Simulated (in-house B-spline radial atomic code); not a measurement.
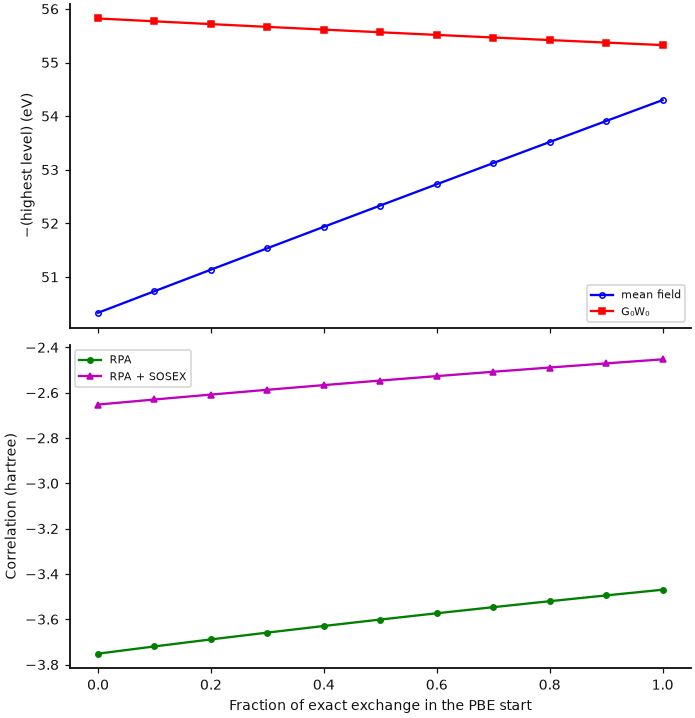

G₀W₀ and RPA for Sb⁴⁺ ([Kr] 4d¹⁰ 5s) as exact exchange is mixed into the PBE start. All-electron spherical atom, scalar X2C, no spin-orbit coupling, Breit or QED terms; computed with a B-spline radial code.

### Where does the G₀W₀ correction vanish, and how does the correlation energy move?

The mean-field binding energy of 5s↑ runs from 50.33 eV at fraction 0 to 54.30 eV at 1, the G₀W₀ value only from 55.82 to 55.33 eV. The two curves don't cross in this range. The RPA correlation energy goes from −3.75 to −3.47 hartree, and with SOSEX from −2.65 to −2.45.
